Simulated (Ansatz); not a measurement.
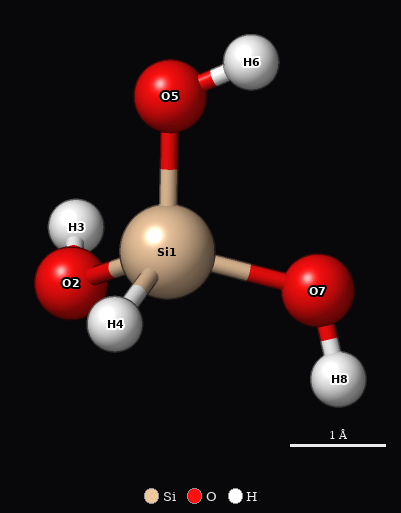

*The structure as given in the input (ball-and-stick view, seen at a tilt; atoms are numbered from 1 in the order of the input).*

Bond lengths as drawn: H–O 0.96 Å, H–Si 1.48 Å and O–Si 1.65 to 1.66 Å.

**Molecular dynamics, with input and output: SiH4O3 (part 1 of 3)**

SiH4O3, computed with RKS PBE0-D4/def2-SVP (Ansatz 0.2.0).

It belongs to a series of runs on one base structure; here: dynamics from the start. Figures and captions count atoms from 1; the log counts them from 0 in places.

### Input
```yaml
crystal:
  periodic: [false, false, false]
  atoms:
    - { symbol: Si, position_ang: [-0.170192, -0.065061, 0.123599] }
    - { symbol: O, position_ang: [0.027565, -0.054238, 1.76028] }
    - { symbol: H, position_ang: [-0.721683, 0.263789, 2.27418] }
    - { symbol: H, position_ang: [1.202946, -0.18794, -0.418023] }
    - { symbol: O, position_ang: [-0.952426, 1.318388, -0.325305] }
    - { symbol: H, position_ang: [-1.566257, 1.221319, -1.059404] }
    - { symbol: O, position_ang: [-1.137768, -1.289148, -0.439791] }
    - { symbol: H, position_ang: [-0.792484, -2.18491, -0.392334] }
basis:
  gaussian: { orbitals: def2-SVP }
hamiltonian:
  xc: pbe0
  dispersion: d4
md:
  timestep: 0.5
  n_steps: 150
  ensemble: nvt_langevin
  temperature: 700.0
  initial_velocities: maxwell_boltzmann
  seed: 336593
  friction: 0.001
  temperature_schedule:
    - { n_steps: 37, end_temperature: 700.0 }
    - { n_steps: 113, end_temperature: 10.0 }
```

Launched with:
```bash
ansatz run input.yaml --threads 1 --pin off --max-ram 2048MiB --backend cpu --events-out ev --progress --plain --runs-dir out
```

### What the program printed
```
Engine: ansatz 0.2.0, aarch64-unknown-linux-gnu
Functional definition: PBE0
  parameter a = 0.25
  parameter kappa = 0.804
  parameter beta = 0.06672455060314922
  exchange = (1 - a)*pbe_x(kappa = kappa, mu = beta*pi^2/3) + a*exact_x
  correlation = pbe_c(beta = beta)
807 factors; integrals over basis functions are off by at most 4.3e-4 eV
mean field evaluation 1: about -14061.2900 eV, gradient 7.3e1 eV
mean field evaluation 2: about -14052.1844 eV, gradient 1.0e2 eV
mean field evaluation 4: about -14070.3065 eV, gradient 1.0e0 eV
mean field evaluation 8: about -14070.3076 eV, gradient 1.3e-2 eV
mean field -14070.30763685 eV, -517.0742684571 hartree, gradient 2.8e-5 eV, S^2 0.000000; 0 other end points of the search recorded, 0 dependent functions left out
the calculation of the forces begins
reference -14070.30765843 eV, -517.0742692503 hartree; 21, 21 occupied and 59, 59 virtual orbitals, 807 factors
md step     0: t =     0.00 fs  T =   612.5 K (target 700.0 K)  F+E_penalty+E_count = -14070.41663043 eV  E_kin = 0.633374 eV  (23 SCF iters)
these checks for a lower state are left out or cut short: starts, cluster_reference, orbital_swaps, neighbouring_geometries, increment
807 factors; integrals over basis functions are off by at most 4.3e-4 eV
mean field evaluation 16: about -14070.2980 eV, gradient 4.0e-3 eV
mean field -14070.29717090 eV, -517.0738838406 hartree, gradient 1.3e-5 eV, S^2 0.000000; 0 other end points of the search recorded, 0 dependent functions left out
the calculation of the forces begins
reference -14070.29719246 eV, -517.0738846330 hartree; 21, 21 occupied and 59, 59 virtual orbitals, 807 factors
md step     1: t =     0.50 fs  T =   603.3 K (target 700.0 K)  F+E_penalty+E_count = -14070.40618455 eV  E_kin = 0.623837 eV  (24 SCF iters, 3 dispersion substeps)
[... from here on the SCF iterations and repeated set-up lines of each step are left out, up to the last step ...]
md step     2: t =     1.00 fs  T =   574.6 K (target 700.0 K)  F+E_penalty+E_count = -14070.37837216 eV  E_kin = 0.594232 eV  (24 SCF iters, 3 dispersion substeps)
md step     3: t =     1.50 fs  T =   538.7 K (target 700.0 K)  F+E_penalty+E_count = -14070.34318173 eV  E_kin = 0.557036 eV  (24 SCF iters, 3 dispersion substeps)
md step     4: t =     2.00 fs  T =   498.4 K (target 700.0 K)  F+E_penalty+E_count = -14070.31177102 eV  E_kin = 0.515353 eV  (25 SCF iters, 3 dispersion substeps)
md step     5: t =     2.50 fs  T =   462.6 K (target 700.0 K)  F+E_penalty+E_count = -14070.28961251 eV  E_kin = 0.478394 eV  (23 SCF iters, 3 dispersion substeps)
md step     6: t =     3.00 fs  T =   455.2 K (target 700.0 K)  F+E_penalty+E_count = -14070.27578695 eV  E_kin = 0.470710 eV  (23 SCF iters, 3 dispersion substeps)
md step     7: t =     3.50 fs  T =   452.6 K (target 700.0 K)  F+E_penalty+E_count = -14070.26366416 eV  E_kin = 0.468067 eV  (22 SCF iters, 3 dispersion substeps)
md step     8: t =     4.00 fs  T =   445.8 K (target 700.0 K)  F+E_penalty+E_count = -14070.24447731 eV  E_kin = 0.461017 eV  (23 SCF iters, 3 dispersion substeps)
md step     9: t =     4.50 fs  T =   418.4 K (target 700.0 K)  F+E_penalty+E_count = -14070.21503993 eV  E_kin = 0.432663 eV  (23 SCF iters, 3 dispersion substeps)
md step    10: t =     5.00 fs  T =   389.4 K (target 700.0 K)  F+E_penalty+E_count = -14070.17784903 eV  E_kin = 0.402657 eV  (23 SCF iters, 3 dispersion substeps)
md step    11: t =     5.50 fs  T =   365.3 K (target 700.0 K)  F+E_penalty+E_count = -14070.13940101 eV  E_kin = 0.377747 eV  (23 SCF iters, 3 dispersion substeps)
md step    12: t =     6.00 fs  T =   331.9 K (target 700.0 K)  F+E_penalty+E_count = -14070.10759527 eV  E_kin = 0.343241 eV  (24 SCF iters, 3 dispersion substeps)
md step    13: t =     6.50 fs  T =   321.1 K (target 700.0 K)  F+E_penalty+E_count = -14070.08694252 eV  E_kin = 0.332092 eV  (24 SCF iters, 3 dispersion substeps)
md step    14: t =     7.00 fs  T =   306.7 K (target 700.0 K)  F+E_penalty+E_count = -14070.07689331 eV  E_kin = 0.317128 eV  (24 SCF iters, 3 dispersion substeps)
md step    15: t =     7.50 fs  T =   299.1 K (target 700.0 K)  F+E_penalty+E_count = -14070.07276277 eV  E_kin = 0.309332 eV  (24 SCF iters, 3 dispersion substeps)
md step    16: t =     8.00 fs  T =   295.2 K (target 700.0 K)  F+E_penalty+E_count = -14070.06679616 eV  E_kin = 0.305210 eV  (24 SCF iters, 3 dispersion substeps)
md step    17: t =     8.50 fs  T =   278.9 K (target 700.0 K)  F+E_penalty+E_count = -14070.05162021 eV  E_kin = 0.288398 eV  (22 SCF iters, 3 dispersion substeps)
md step    18: t =     9.00 fs  T =   259.9 K (target 700.0 K)  F+E_penalty+E_count = -14070.02366876 eV  E_kin = 0.268786 eV  (23 SCF iters, 3 dispersion substeps)
md step    19: t =     9.50 fs  T =   218.4 K (target 700.0 K)  F+E_penalty+E_count = -14069.98630442 eV  E_kin = 0.225799 eV  (24 SCF iters, 3 dispersion substeps)
md step    20: t =    10.00 fs  T =   183.3 K (target 700.0 K)  F+E_penalty+E_count = -14069.94922870 eV  E_kin = 0.189542 eV  (24 SCF iters, 3 dispersion substeps)
md step    21: t =    10.50 fs  T =   162.3 K (target 700.0 K)  F+E_penalty+E_count = -14069.92509757 eV  E_kin = 0.167861 eV  (24 SCF iters, 3 dispersion substeps)
md step    22: t =    11.00 fs  T =   164.3 K (target 700.0 K)  F+E_penalty+E_count = -14069.92197126 eV  E_kin = 0.169878 eV  (24 SCF iters, 3 dispersion substeps)
md step    23: t =    11.50 fs  T =   179.3 K (target 700.0 K)  F+E_penalty+E_count = -14069.93639104 eV  E_kin = 0.185432 eV  (24 SCF iters, 3 dispersion substeps)
md step    24: t =    12.00 fs  T =   201.2 K (target 700.0 K)  F+E_penalty+E_count = -14069.95969945 eV  E_kin = 0.208048 eV  (24 SCF iters, 3 dispersion substeps)
md step    25: t =    12.50 fs  T =   227.7 K (target 700.0 K)  F+E_penalty+E_count = -14069.98278421 eV  E_kin = 0.235476 eV  (24 SCF iters, 3 dispersion substeps)
md step    26: t =    13.00 fs  T =   241.1 K (target 700.0 K)  F+E_penalty+E_count = -14069.99946991 eV  E_kin = 0.249320 eV  (23 SCF iters, 3 dispersion substeps)
md step    27: t =    13.50 fs  T =   243.2 K (target 700.0 K)  F+E_penalty+E_count = -14070.00846084 eV  E_kin = 0.251471 eV  (24 SCF iters, 3 dispersion substeps)
md step    28: t =    14.00 fs  T =   240.1 K (target 700.0 K)  F+E_penalty+E_count = -14070.01450585 eV  E_kin = 0.248289 eV  (24 SCF iters, 3 dispersion substeps)
md step    29: t =    14.50 fs  T =   254.5 K (target 700.0 K)  F+E_penalty+E_count = -14070.02403996 eV  E_kin = 0.263169 eV  (24 SCF iters, 3 dispersion substeps)
md step    30: t =    15.00 fs  T =   274.0 K (target 700.0 K)  F+E_penalty+E_count = -14070.04170630 eV  E_kin = 0.283332 eV  (24 SCF iters, 3 dispersion substeps)
md step    31: t =    15.50 fs  T =   307.8 K (target 700.0 K)  F+E_penalty+E_count = -14070.06800297 eV  E_kin = 0.318274 eV  (24 SCF iters, 3 dispersion substeps)
md step    32: t =    16.00 fs  T =   325.3 K (target 700.0 K)  F+E_penalty+E_count = -14070.09642278 eV  E_kin = 0.336337 eV  (24 SCF iters, 3 dispersion substeps)
md step    33: t =    16.50 fs  T =   345.7 K (target 700.0 K)  F+E_penalty+E_count = -14070.11915386 eV  E_kin = 0.357501 eV  (24 SCF iters, 3 dispersion substeps)
md step    34: t =    17.00 fs  T =   363.0 K (target 700.0 K)  F+E_penalty+E_count = -14070.13119800 eV  E_kin = 0.375334 eV  (24 SCF iters, 3 dispersion substeps)
md step    35: t =    17.50 fs  T =   357.9 K (target 700.0 K)  F+E_penalty+E_count = -14070.13117641 eV  E_kin = 0.370119 eV  (24 SCF iters, 3 dispersion substeps)
md step    36: t =    18.00 fs  T =   355.5 K (target 700.0 K)  F+E_penalty+E_count = -14070.12341030 eV  E_kin = 0.367599 eV  (24 SCF iters, 3 dispersion substeps)
md step    37: t =    18.50 fs  T =   357.5 K (target 700.0 K)  F+E_penalty+E_count = -14070.11733417 eV  E_kin = 0.369658 eV  (25 SCF iters, 3 dispersion substeps)
md step    38: t =    19.00 fs  T =   353.9 K (target 696.9 K)  F+E_penalty+E_count = -14070.12248474 eV  E_kin = 0.365937 eV  (25 SCF iters, 3 dispersion substeps)
md step    39: t =    19.50 fs  T =   368.8 K (target 690.8 K)  F+E_penalty+E_count = -14070.14243996 eV  E_kin = 0.381400 eV  (24 SCF iters, 3 dispersion substeps)
md step    40: t =    20.00 fs  T =   401.0 K (target 684.7 K)  F+E_penalty+E_count = -14070.17216435 eV  E_kin = 0.414627 eV  (25 SCF iters, 3 dispersion substeps)
md step    41: t =    20.50 fs  T =   433.3 K (target 678.6 K)  F+E_penalty+E_count = -14070.20135596 eV  E_kin = 0.448057 eV  (25 SCF iters, 3 dispersion substeps)
md step    42: t =    21.00 fs  T =   444.2 K (target 672.5 K)  F+E_penalty+E_count = -14070.21960686 eV  E_kin = 0.459335 eV  (25 SCF iters, 3 dispersion substeps)
md step    43: t =    21.50 fs  T =   446.8 K (target 666.4 K)  F+E_penalty+E_count = -14070.22342333 eV  E_kin = 0.461997 eV  (25 SCF iters, 3 dispersion substeps)
md step    44: t =    22.00 fs  T =   439.1 K (target 660.3 K)  F+E_penalty+E_count = -14070.21513769 eV  E_kin = 0.454040 eV  (25 SCF iters, 3 dispersion substeps)
md step    45: t =    22.50 fs  T =   425.8 K (target 654.2 K)  F+E_penalty+E_count = -14070.20052693 eV  E_kin = 0.440264 eV  (24 SCF iters, 3 dispersion substeps)
md step    46: t =    23.00 fs  T =   418.8 K (target 648.1 K)  F+E_penalty+E_count = -14070.18577440 eV  E_kin = 0.433099 eV  (25 SCF iters, 3 dispersion substeps)
md step    47: t =    23.50 fs  T =   419.4 K (target 642.0 K)  F+E_penalty+E_count = -14070.17379440 eV  E_kin = 0.433709 eV  (25 SCF iters, 3 dispersion substeps)
md step    48: t =    24.00 fs  T =   406.3 K (target 635.9 K)  F+E_penalty+E_count = -14070.16394931 eV  E_kin = 0.420166 eV  (25 SCF iters, 3 dispersion substeps)
md step    49: t =    24.50 fs  T =   398.8 K (target 629.8 K)  F+E_penalty+E_count = -14070.15237035 eV  E_kin = 0.412399 eV  (24 SCF iters, 3 dispersion substeps)
md step    50: t =    25.00 fs  T =   380.8 K (target 623.7 K)  F+E_penalty+E_count = -14070.13298302 eV  E_kin = 0.393741 eV  (24 SCF iters, 3 dispersion substeps)
md step    51: t =    25.50 fs  T =   353.0 K (target 617.6 K)  F+E_penalty+E_count = -14070.10321621 eV  E_kin = 0.365023 eV  (24 SCF iters, 3 dispersion substeps)
md step    52: t =    26.00 fs  T =   319.6 K (target 611.5 K)  F+E_penalty+E_count = -14070.06518139 eV  E_kin = 0.330498 eV  (24 SCF iters, 3 dispersion substeps)
md step    53: t =    26.50 fs  T =   277.9 K (target 605.4 K)  F+E_penalty+E_count = -14070.02722028 eV  E_kin = 0.287356 eV  (24 SCF iters, 3 dispersion substeps)
md step    54: t =    27.00 fs  T =   240.1 K (target 599.2 K)  F+E_penalty+E_count = -14069.99937524 eV  E_kin = 0.248295 eV  (24 SCF iters, 3 dispersion substeps)
md step    55: t =    27.50 fs  T =   230.0 K (target 593.1 K)  F+E_penalty+E_count = -14069.98764142 eV  E_kin = 0.237874 eV  (24 SCF iters, 3 dispersion substeps)
md step    56: t =    28.00 fs  T =   228.7 K (target 587.0 K)  F+E_penalty+E_count = -14069.99088649 eV  E_kin = 0.236452 eV  (24 SCF iters, 3 dispersion substeps)
md step    57: t =    28.50 fs  T =   235.8 K (target 580.9 K)  F+E_penalty+E_count = -14070.00135264 eV  E_kin = 0.243877 eV  (24 SCF iters, 3 dispersion substeps)
md step    58: t =    29.00 fs  T =   241.8 K (target 574.8 K)  F+E_penalty+E_count = -14070.01079000 eV  E_kin = 0.249991 eV  (24 SCF iters, 3 dispersion substeps)
md step    59: t =    29.50 fs  T =   246.2 K (target 568.7 K)  F+E_penalty+E_count = -14070.01249363 eV  E_kin = 0.254539 eV  (24 SCF iters, 3 dispersion substeps)
md step    60: t =    30.00 fs  T =   247.8 K (target 562.6 K)  F+E_penalty+E_count = -14070.00340934 eV  E_kin = 0.256268 eV  (23 SCF iters, 3 dispersion substeps)
md step    61: t =    30.50 fs  T =   228.0 K (target 556.5 K)  F+E_penalty+E_count = -14069.98677993 eV  E_kin = 0.235750 eV  (24 SCF iters, 3 dispersion substeps)
md step    62: t =    31.00 fs  T =   211.9 K (target 550.4 K)  F+E_penalty+E_count = -14069.97175268 eV  E_kin = 0.219149 eV  (24 SCF iters, 3 dispersion substeps)
md step    63: t =    31.50 fs  T =   204.0 K (target 544.3 K)  F+E_penalty+E_count = -14069.96704757 eV  E_kin = 0.210910 eV  (24 SCF iters, 3 dispersion substeps)
md step    64: t =    32.00 fs  T =   213.3 K (target 538.2 K)  F+E_penalty+E_count = -14069.97627021 eV  E_kin = 0.220555 eV  (24 SCF iters, 3 dispersion substeps)
md step    65: t =    32.50 fs  T =   234.4 K (target 532.1 K)  F+E_penalty+E_count = -14069.99835988 eV  E_kin = 0.242363 eV  (24 SCF iters, 3 dispersion substeps)
md step    66: t =    33.00 fs  T =   251.6 K (target 526.0 K)  F+E_penalty+E_count = -14070.02665551 eV  E_kin = 0.260128 eV  (23 SCF iters, 3 dispersion substeps)
md step    67: t =    33.50 fs  T =   272.4 K (target 519.9 K)  F+E_penalty+E_count = -14070.05325914 eV  E_kin = 0.281659 eV  (23 SCF iters, 3 dispersion substeps)
md step    68: t =    34.00 fs  T =   293.8 K (target 513.8 K)  F+E_penalty+E_count = -14070.07308590 eV  E_kin = 0.303846 eV  (23 SCF iters, 3 dispersion substeps)
md step    69: t =    34.50 fs  T =   303.6 K (target 507.7 K)  F+E_penalty+E_count = -14070.08550869 eV  E_kin = 0.313951 eV  (23 SCF iters, 3 dispersion substeps)
md step    70: t =    35.00 fs  T =   309.6 K (target 501.5 K)  F+E_penalty+E_count = -14070.09503369 eV  E_kin = 0.320129 eV  (25 SCF iters, 3 dispersion substeps)
md step    71: t =    35.50 fs  T =   329.9 K (target 495.4 K)  F+E_penalty+E_count = -14070.10971190 eV  E_kin = 0.341100 eV  (24 SCF iters, 3 dispersion substeps)
md step    72: t =    36.00 fs  T =   351.8 K (target 489.3 K)  F+E_penalty+E_count = -14070.13485274 eV  E_kin = 0.363772 eV  (25 SCF iters, 3 dispersion substeps)
md step    73: t =    36.50 fs  T =   385.3 K (target 483.2 K)  F+E_penalty+E_count = -14070.16906907 eV  E_kin = 0.398406 eV  (25 SCF iters, 3 dispersion substeps)
md step    74: t =    37.00 fs  T =   420.4 K (target 477.1 K)  F+E_penalty+E_count = -14070.20455139 eV  E_kin = 0.434692 eV  (23 SCF iters, 3 dispersion substeps)
md step    75: t =    37.50 fs  T =   450.2 K (target 471.0 K)  F+E_penalty+E_count = -14070.23097683 eV  E_kin = 0.465572 eV  (24 SCF iters, 3 dispersion substeps)
md step    76: t =    38.00 fs  T =   457.0 K (target 464.9 K)  F+E_penalty+E_count = -14070.23997519 eV  E_kin = 0.472598 eV  (24 SCF iters, 3 dispersion substeps)
md step    77: t =    38.50 fs  T =   449.6 K (target 458.8 K)  F+E_penalty+E_count = -14070.22979223 eV  E_kin = 0.464876 eV  (24 SCF iters, 3 dispersion substeps)
md step    78: t =    39.00 fs  T =   422.5 K (target 452.7 K)  F+E_penalty+E_count = -14070.20636144 eV  E_kin = 0.436857 eV  (23 SCF iters, 3 dispersion substeps)
md step    79: t =    39.50 fs  T =   395.3 K (target 446.6 K)  F+E_penalty+E_count = -14070.18148478 eV  E_kin = 0.408723 eV  (24 SCF iters, 3 dispersion substeps)
md step    80: t =    40.00 fs  T =   383.4 K (target 440.5 K)  F+E_penalty+E_count = -14070.16587728 eV  E_kin = 0.396424 eV  (24 SCF iters, 3 dispersion substeps)
md step    81: t =    40.50 fs  T =   384.0 K (target 434.4 K)  F+E_penalty+E_count = -14070.16317483 eV  E_kin = 0.397127 eV  (24 SCF iters, 3 dispersion substeps)
md step    82: t =    41.00 fs  T =   385.8 K (target 428.3 K)  F+E_penalty+E_count = -14070.17070396 eV  E_kin = 0.398902 eV  (25 SCF iters, 3 dispersion substeps)
md step    83: t =    41.50 fs  T =   395.5 K (target 422.2 K)  F+E_penalty+E_count = -14070.18287131 eV  E_kin = 0.408927 eV  (24 SCF iters, 3 dispersion substeps)
md step    84: t =    42.00 fs  T =   403.5 K (target 416.1 K)  F+E_penalty+E_count = -14070.19228474 eV  E_kin = 0.417236 eV  (23 SCF iters, 3 dispersion substeps)
md step    85: t =    42.50 fs  T =   401.6 K (target 410.0 K)  F+E_penalty+E_count = -14070.19316041 eV  E_kin = 0.415320 eV  (23 SCF iters, 3 dispersion substeps)
md step    86: t =    43.00 fs  T =   391.4 K (target 403.8 K)  F+E_penalty+E_count = -14070.18318828 eV  E_kin = 0.404763 eV  (23 SCF iters, 3 dispersion substeps)
md step    87: t =    43.50 fs  T =   376.1 K (target 397.7 K)  F+E_penalty+E_count = -14070.16457214 eV  E_kin = 0.388930 eV  (23 SCF iters, 3 dispersion substeps)
```
